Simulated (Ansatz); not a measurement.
Consider Cl2H2Sn.

Input file:

```
crystal:
  periodic: [false, false, false]
  atoms:
    - { symbol: Sn, position_ang: [0.236505, 0.053284, -0.019784] }
    - { symbol: Cl, position_ang: [1.021413, -0.032411, 2.22654] }
    - { symbol: H, position_ang: [1.932741, -0.080414, -0.222784] }
    - { symbol: H, position_ang: [-0.757316, 1.388157, -0.356944] }
    - { symbol: Cl, position_ang: [-0.956343, -1.875416, -0.581728] }
basis:
  gaussian: { orbitals: def2-SVP }
hamiltonian:
  xc: pbe0
  dispersion: d4
relax:
  f_tol: 0.03
  max_steps: 50
output:
  orbitals: {}
```

Launched as:

```sh
ansatz run input.yaml --threads 1 --pin off --max-ram 2048MiB --backend cpu --events-out ev --progress --plain --runs-dir out
```

The fields are those of the run's last geometry, not of the input's.

Core potentials replace the inner electrons of Sn.

The calculation used RKS PBE0-D4/def2-SVP (Ansatz 0.2.0).

Q: Predict the electron density and electron localisation function between the atoms.

A: Sn–Cl (2.34 Å): the density is about 0.55 e/Å³ at the midpoint; the ELF peaks at about 0.80 in the valence shell of Cl, 0.8 Å from its nucleus, and drops to about 0.15 between the two atoms.

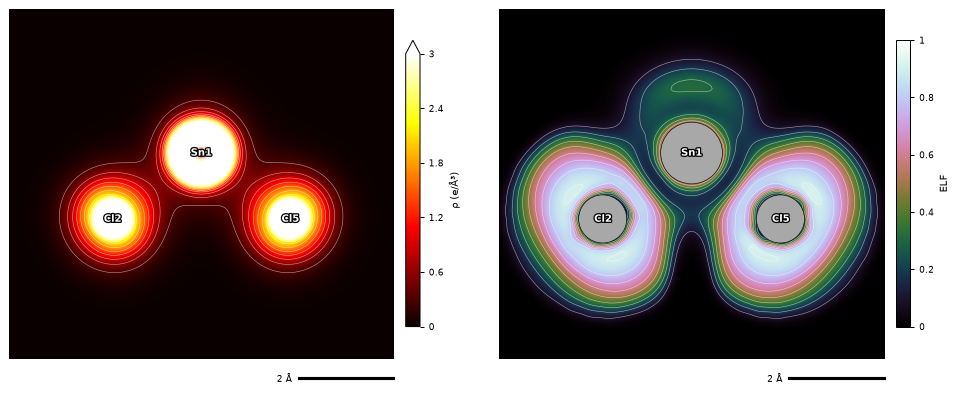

Computed electron density and electron localisation function on the plane of atoms Cl2, Sn1 and Cl5, in this order. Grey discs cover the atomic cores in the ELF map. 
